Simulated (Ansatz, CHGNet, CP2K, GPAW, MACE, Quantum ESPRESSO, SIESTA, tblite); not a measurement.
# SIESTA runs on random packing of Si31O39C14H16 (at. %) (83 atoms), part 2 of 2

Aim: run random packing of Si31O39C14H16 (at. %) (83 atoms) in SIESTA and see how near its forces come to a plane-wave reference, and at what cost.

Program: SIESTA 5.4.2; the method stands at each step. Banners, paths, timers and routine set-up lines are dropped from the logs unmarked, and long logs keep their key lines alone; longer cuts are marked. The potentials were converted by us to PSML.

So far. Step 3 (PBE, SZP, shift 0.01 Ry, mesh 500 Ry): Against the first run (7.1 %), the force difference from the reference is 25 %, at 0.92 times the CPU time, with 682 basis functions against 975: the smaller basis costs accuracy. Step 4 (PBE, SZ, shift 0.01 Ry, mesh 500 Ry): Against the first run (7.1 %), the force difference from the reference is 69 %, at 0.34 times the CPU time (on 1 against 2 cores), with 293 basis functions against 975: the smaller basis costs accuracy.

## Step 5: PBE, DZP, shift 0.02 Ry, mesh 500 Ry

Method: Kohn-Sham DFT, PBE, PseudoDojo 0.4.1 norm-conserving pseudopotentials (converted to PSML), numerical atomic orbitals (DZP), diagonalisation.

File input.fdf:

```
SystemLabel cell
NumberOfAtoms 83
NumberOfSpecies 4
%block ChemicalSpeciesLabel
  1 14 Si
  2 8 O
  3 6 C
  4 1 H
%endblock ChemicalSpeciesLabel
LatticeConstant 1.0 Ang
%block LatticeVectors
  10.05190 0.00000 0.00000
  0.00000 10.05190 0.00000
  0.00000 0.00000 10.05190
%endblock LatticeVectors
PAO.BasisSize DZP
PAO.EnergyShift 0.02 Ry
XC.Functional GGA
XC.Authors PBE
MeshCutoff 500 Ry
%block kgrid_Monkhorst_Pack
  1 0 0 0.0
  0 1 0 0.0
  0 0 1 0.0
%endblock kgrid_Monkhorst_Pack
SolutionMethod diagon
OccupationFunction FD
ElectronicTemperature 580 K
SCF.Mixer.Method Pulay
SCF.Mixer.Weight 0.15
SCF.Mixer.History 8
SCF.Mix Hamiltonian
MaxSCFIterations 300
SCF.DM.Tolerance 1e-04
SCF.H.Tolerance 1.0e-3 eV
WriteForces T
Write.HirshfeldPop T
Write.VoronoiPop T
Write.DM F
Write.H F
XML.Write F
AtomicCoordinatesFormat Fractional
%block AtomicCoordinatesAndAtomicSpecies
[... 83 atom lines left out: the same atoms as in the first run ...]
%endblock AtomicCoordinatesAndAtomicSpecies
```

The run is started by

```
$ OMP_NUM_THREADS=1 mpirun -np 2 siesta < input.fdf > output.txt
```

The program printed:

```text
Version         : 5.4.2
reinit: System Name:
reinit: System Label: cell
initatom: Reading input for the pseudopotentials and atomic orbitals ----------
Species number:   1 Atomic number:   14 Label: Si
Species number:   2 Atomic number:    8 Label: O
Species number:   3 Atomic number:    6 Label: C
Species number:   4 Atomic number:    1 Label: H
[... lines left out ...]
SCF Convergence by DM+H criterion
[... lines left out ...]
SCF cycle converged after 35 iterations
[... lines left out ...]
   Max    8.806953
[... lines left out ...]
   Max    8.806953    constrained
Stress tensor Voigt[x,y,z,yz,xz,xy] (kbar):      184.37      128.50      153.70       -0.29      -29.04        2.13
[... lines left out ...]
siesta: FreeEng =    -19378.417809
[... lines left out ...]
siesta:         Fermi =      -4.480207
[... lines left out ...]
siesta:        -155.52165009       -137.15551917  kBar
[... lines left out ...]
     2     0.170315    3.829685  Si
     3     0.170086    3.829914  Si
[...]
27    -0.118520    6.118520  O
    28    -0.145568    6.145568  O
    29    -0.102648    6.102648  O
[...]
59     0.115225    3.884775  C
    60    -0.041681    4.041681  C
    61     0.126154    3.873846  C
[...]
71     0.010783    0.989217  H
    72    -0.015375    1.015375  H
    73    -0.082822    1.082822  H
[...]
--------------------
 Total     0.000012
Voronoi Atomic Populations:
Atom #   charge [q] valence [e]  Species
[...]
25     0.310397    3.689603  Si
    26     0.267355    3.732645  Si
[...]
57    -0.304688    6.304688  O
    58    -0.153899    6.153899  O
[...]
69    -0.004484    4.004484  C
    70    -0.091184    4.091184  C
[...]
82    -0.058579    1.058579  H
    83    -0.090419    1.090419  H
--------------------
 Total     0.000013
```

The job ended after 3.7 min (2 MPI ranks of Arm Neoverse V2, shared host; peak memory 1.8 GiB).

Compared with the plane-wave run:

```
r.m.s. force component                  : 1.875 eV/Å
r.m.s. difference of force components   : 154.7 meV/Å
longest difference of force vectors     : 818.8 meV/Å
force difference over r.m.s. force      : 8.368 %
slope of forces against the reference's : 1.01
correlation of force components         : 0.9966
pressure                                : -15.55 GPa
pressure difference                     : -3.13 GPa
```

Against the first run (7.1 %), the force difference from the reference is 8.4 %, at 0.69 times the CPU time.

## Step 6: The ladder

Differences are against the plane-wave reference, forces as r.m.s. over components; share is that over the reference's r.m.s. force, slope the least-squares factor from reference forces to these. Total energies of different programs have different zeros and aren't compared.

| run | Δ force, r.m.s. (meV/Å) | share (%) | slope | Δ pressure (GPa) | cores | CPU time | memory (GiB) |
| --- | --- | --- | --- | --- | --- | --- | --- |
| reference | - | - | - | - | 4 | 18 min | 3.3 |
| SIESTA PBE, DZP, shift 0.01 Ry, mesh 500 Ry | 131 | 7.11 | 0.985 | 0.445 | 2 | 11 min | 2.1 |
| SIESTA PBE, SZP, shift 0.01 Ry, mesh 500 Ry (coarse) | 468 | 25.3 | 1.045 | 3.71 | 2 | 10 min | 1.9 |
| SIESTA PBE, SZ, shift 0.01 Ry, mesh 500 Ry (coarse) | 1282 | 69.3 | 1.011 | 17.0 | 1 | 3.7 min | 0.9 |
| SIESTA PBE, DZP, shift 0.02 Ry, mesh 500 Ry | 155 | 8.37 | 1.010 | -3.13 | 2 | 7.5 min | 1.8 |

Rows marked coarse were listed beforehand as settings not expected to be converged; some can still land near the reference.

CPU time is summed over cores on a shared host, where runs went side by side, so it is rough. Symmetry, cutoffs, thresholds, outputs and thread counts weren't matched or tuned between programs; memory under MPI is the largest rank's times the ranks.

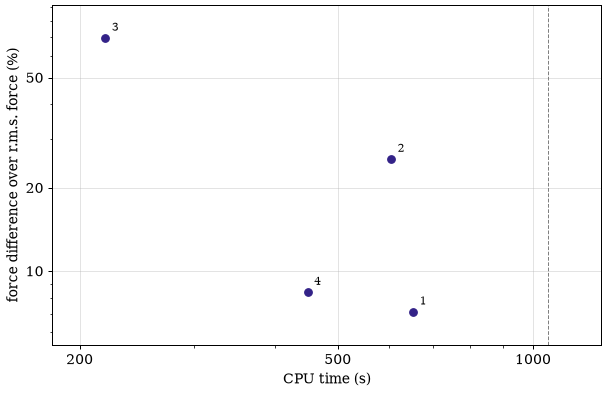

Force difference against CPU time; the dashed line marks the reference's time. Points: 1 SIESTA PBE, DZP, shift 0.01 Ry, mesh 500 Ry; 2 SIESTA PBE, SZP, shift 0.01 Ry, mesh 500 Ry; 3 SIESTA PBE, SZ, shift 0.01 Ry, mesh 500 Ry; 4 SIESTA PBE, DZP, shift 0.02 Ry, mesh 500 Ry.

## Step 7: Results

| Quantity | Value |
| --- | --- |
| nearest in forces | SIESTA PBE, DZP, shift 0.01 Ry, mesh 500 Ry, 7.1 % |
| its CPU time | 11 min |

What this shows: The PBE runs in local orbitals, coarse settings apart, differ by 7.1 % (SIESTA PBE, DZP, shift 0.01 Ry, mesh 500 Ry) to 8.4 % (SIESTA PBE, DZP, shift 0.02 Ry, mesh 500 Ry); basis, grid and potentials can all enter. Runs with settings chosen to be coarse differ by 25 % (SIESTA PBE, SZP, shift 0.01 Ry, mesh 500 Ry) to 69 % (SIESTA PBE, SZ, shift 0.01 Ry, mesh 500 Ry), their programs' other errors included. Of the electronic-structure runs that take under half the reference's CPU time, SIESTA PBE, DZP, shift 0.02 Ry, mesh 500 Ry comes nearest, at 8.4 % in 7.5 min against 18 min; its pressure misses by -3.1 GPa. In pressure, SIESTA PBE, SZ, shift 0.01 Ry, mesh 500 Ry misses by +17.0 GPa, at the same functional. The reference's pressure holds the uncorrected Pulay stress of its 60 Ry basis, so small pressure differences, and their order, may be the reference's own error. The electron count is odd in these runs, and they have no spin polarisation, so the unpaired electron is spread evenly over both spins. The reference's stress is far from hydrostatic: its diagonal is -15.2, -9.8, -12.3 GPa, compression counted positive. The reference's pressure of -12 GPa belongs to a cell and atoms that aren't relaxed at this level. The electronic-structure runs sample only Γ, in a cell whose shortest periodic width is 10 Å, which is coarse for a cell with partly filled levels.

[Also dropped from logs without a mark: logging warnings of Python, and SIESTA's first energy breakdown and zero terms.]

[Logs are printed without paths, hosts, clocks, repeated set-up lines and the standing remarks that a program may print on its own settings, such as how far it seeks lower states.]

[Hosts, paths, dates, database ids (printed as entryN), source tags and the programs' standing remarks are cut or masked in the printed files.]
